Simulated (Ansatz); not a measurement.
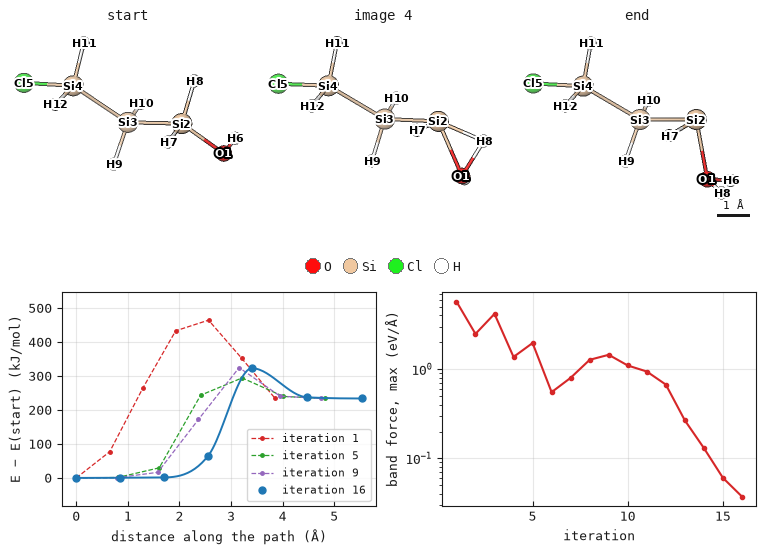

NEB run on Si$_{3}$H$_{7}$OCl. Images are numbered from 0 (start) to 6 (end). The plot follows the band through its iterations. A ball-and-stick model, seen from a free direction.

Theory: RKS B3LYP-D4/STO-3G in Ansatz 0.2.0. Set-up: 5 movable images; climbing image; force threshold 0.05 eV/Å; iteration limit 60; starting path by straight interpolation.

### Did the band converge, and can the barrier be trusted?

The run is converged, with reservations. The band converged in 16 iterations. The largest component of the band force went from 5.7 to 0.037 eV/Å. The climbing image converged on the top of the path. Its curvatures weren't checked. The straight starting path can push atoms close together and costs iterations. The first iteration put the highest image at 464.5 kJ/mol. The highest point, image 4, lies 322.9 kJ/mol above the start and 89.0 kJ/mol above the end; the end is at +233.9 kJ/mol relative to the start.

Limits of the set-up: STO-3G is a minimal basis, so the numbers are rough.

The run took 4.5 min on 1 thread of Intel(R) Xeon(R) Processor @ 2.70GHz, with other jobs on the host, peak memory 0.14 GiB.
